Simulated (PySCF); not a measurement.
C₆H₅OPS (SMILES C#Cc1pcc(OC)s1)

Input

```
{"job": {"kind": "uv", "xc": "CAM-B3LYP", "basis": "def2-SVPD", "nstates": 8, "ntriplets": 3}, "charge": 0, "multiplicity": 1}
C      4.453038    -0.229533    -0.323186
C      3.254567    -0.268043    -0.216189
C      1.865022    -0.310002    -0.094035
P      0.998573    -1.563195     0.707574
C     -0.570329    -0.827386     0.383697
C     -0.591220     0.341676    -0.306028
O     -1.644614     1.099260    -0.679370
C     -2.929213     0.644905    -0.318292
S      0.937356     0.993097    -0.798083
H      5.497859    -0.208559    -0.408784
H     -1.471548    -1.305843     0.729664
H     -3.033181     0.577295     0.768892
H     -3.143315    -0.330575    -0.765342
H     -3.623673     1.386431    -0.707662
```

Command:

```sh
OMP_NUM_THREADS=1 python probes_run.py task.json out
```

Geometry: GFN2-xTB.

Level of theory: CAM-B3LYP/def2-SVPD, SCF density, gas phase in PySCF.

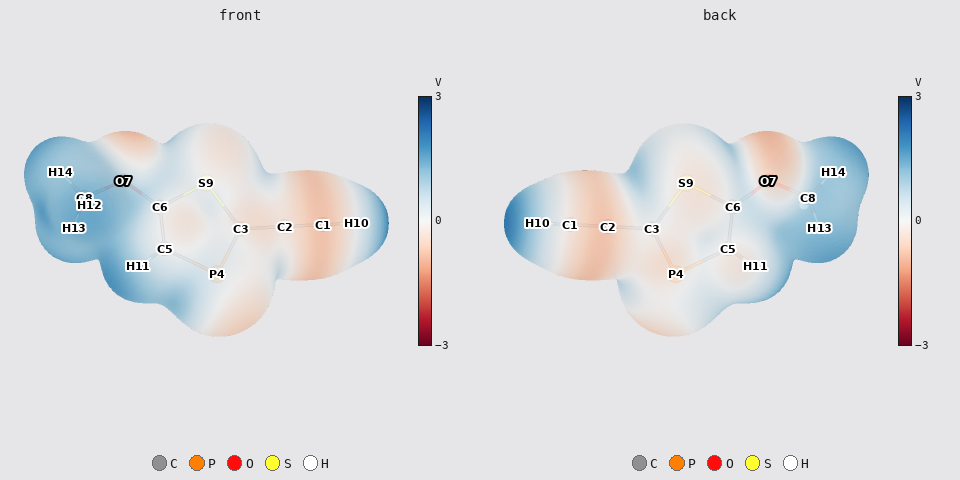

Figure 1. The molecular electrostatic potential painted on the density surface at 0.004 e/bohr³, seen from the front and from behind; red is negative and blue positive.

Question: Which sites attract a positive test charge, and which a negative one?

Answer: A positive charge is drawn to the negative regions and a negative charge to the positive ones. The most negative region (about −0.9 V, or −21 kcal/mol for a unit charge) lies over C1, C2 and O7, the most positive (about +2.0 V, or +46 kcal/mol for a unit charge) over H10.

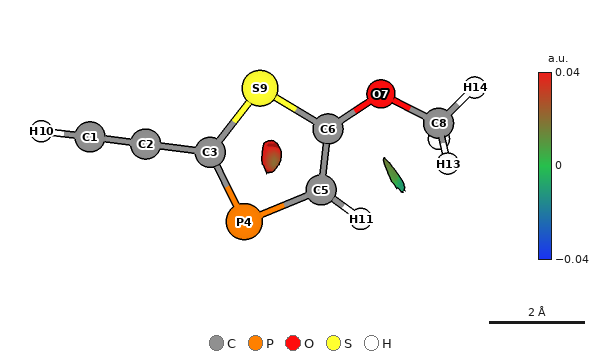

Figure 2. Non-covalent interaction (NCI) plot: the surface where the reduced density gradient is 0.5, for densities under 0.05 a.u., coloured by sign(λ₂)ρ; seen at an oblique angle.

Question: Identify the weak interactions.

Answer:
- Between C8 and H13 on one side and C5 and H11 on the other: a weak contact, attractive (blue-green) on one side and crowded (olive to red) on the other
- Inside the ring or cage of C3, P4, C5, C6 and S9: steric crowding (red)

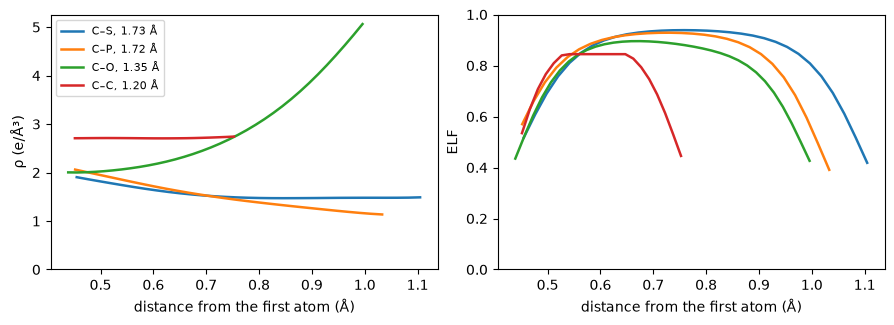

Figure 3. Electron density and ELF along straight lines between neighbouring atoms. The curves leave out the atomic cores.

Question: Compare the contacts.

Answer: C–S (1.73 Å): ρ is about 1.5 e/Å³ halfway; the ELF peaks at about 0.95 between the atoms: a covalent bond.
C–P (1.72 Å): ρ is about 1.3 e/Å³ halfway; the ELF peaks at about 0.95 between the atoms: a covalent bond.
C–O (1.35 Å): ρ at the midpoint is about 2.4 e/Å³, with its minimum of 2 e/Å³ about 0.5 Å from C; the ELF peaks at about 0.90 between the atoms: a polar covalent bond.
C–C (1.20 Å): the density is about 2.7 e/Å³ at the midpoint; the ELF peaks at about 0.85 between the atoms: a multiple bond.
